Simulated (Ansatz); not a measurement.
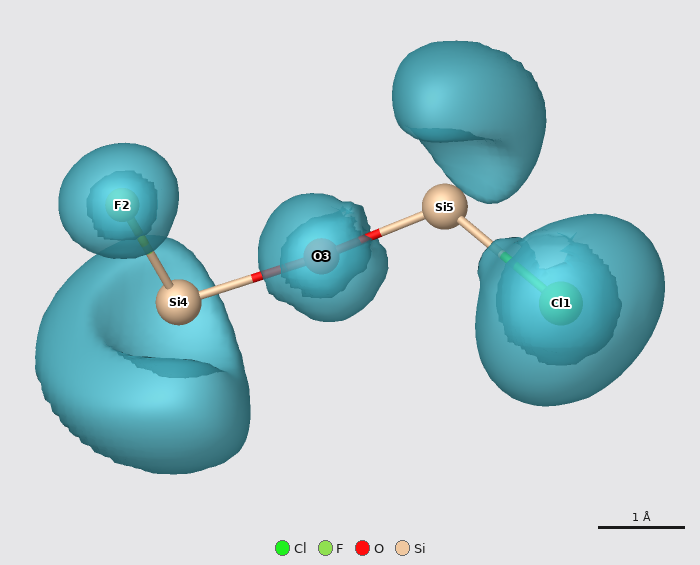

*ClFOSi$_{2}$ (charge +1, doublet). Isosurface of the ELF at 0.8 (cyan), seen at a tilt. Core shells and regions of very low density are left out.*

Geometry: PBE0-D3(BJ)/def2-SVP.

These are results of Ansatz 0.2.0, isolated molecule in a Gaussian basis; Kohn-Sham density functional theory, functional PBE0, not measurements.

```xyz
5

Cl    0.8011   -2.4232    0.3823
F     1.0011    2.7535   -0.7407
O    -0.0367    0.5402   -0.1039
Si    0.0599    2.2201    0.4463
Si    0.0326   -0.9318   -0.7047
```

**Where are the electrons localised?**

The ELF exceeds this value in one region on Cl in which the atom's valence shell and bonds are merged, two lobes on Si, pointing away from the bonds (non-bonding electrons), one region wrapped around F (its lone pairs, merged into a ring or cap) and one region wrapped around O (its lone pairs, merged into a ring or cap). Profiles from the grid: Si–O (1.59 Å): the ELF peaks at about 0.80 between the atoms (a polar covalent bond). Si–F (1.61 Å): the ELF peaks at about 0.85 in the valence shell of F, 0.6 Å from its nucleus, and is about 0.50 at the midpoint.
